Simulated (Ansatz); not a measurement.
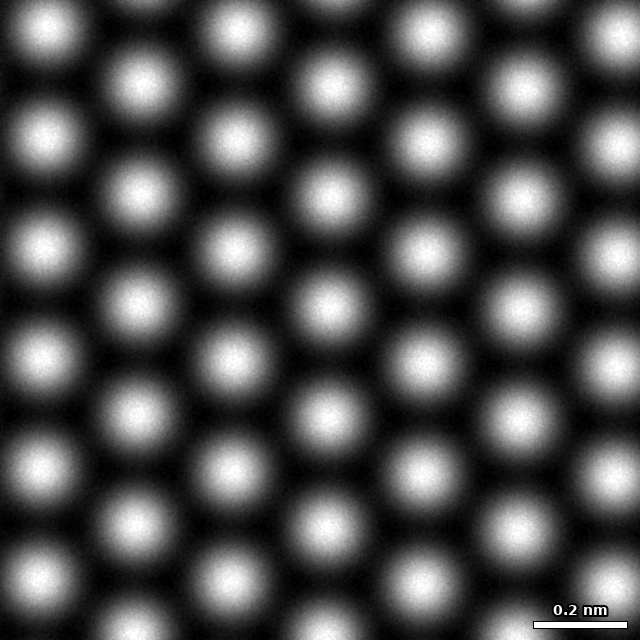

Z-contrast image of V (Im-3m, No. 229). Simulated incoherent Z contrast: every atom adds Z^1.7 spread by a probe of 1.30 Å full width; channelling and multiple scattering are left out. The probe carries 15 % of its weight in a tail 2.5 times as wide. Shot noise was added. Structure used: a calculation's starting geometry.

```cif
data_structure
_symmetry_space_group_name_H-M 'Im-3m'
_symmetry_Int_Tables_number 229
_cell_length_a 2.9582
_cell_length_b 2.9582
_cell_length_c 2.9582
_cell_angle_alpha 90.000
_cell_angle_beta 90.000
_cell_angle_gamma 90.000
_cell_volume 25.89
loop_
_atom_site_label
_atom_site_type_symbol
_atom_site_symmetry_multiplicity
_atom_site_Wyckoff_symbol
_atom_site_fract_x
_atom_site_fract_y
_atom_site_fract_z
_atom_site_occupancy
V1 V 2 a 0.00000 0.00000 0.00000 1
```

Q: Which beam direction gives this image, [221], [210], [110] or [111]? (Directions equivalent by symmetry count as one.)

A: [111]. The projected cells are 0.70 × 2.09 Å, 90° for [221]; 1.32 × 1.62 Å, 114° for [210]; 1.48 × 2.09 Å, 90° for [110]; 2.42 × 2.42 Å, 120° for [111], and the image repeats as the [111] one does.
